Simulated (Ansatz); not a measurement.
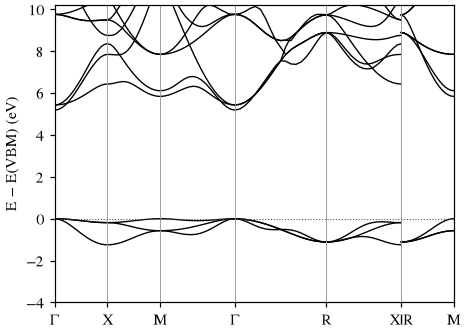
Fig. 1. Band structure from r²SCAN in the plane-wave PAW code Ansatz

### Question
Read off the gap and where the band edges lie.

### Answer
About 5.2 eV (5.19 eV by a search for the band edges); maximum at M, minimum at Γ.

The material is CsBr (CsCl type, Pm-3m).

The r²SCAN relaxation kept the symmetry of its start. Scalar-relativistic: spin–orbit coupling is off unless named, which matters more the heavier the elements.

Potentials: the later of the program's two PAW sets.
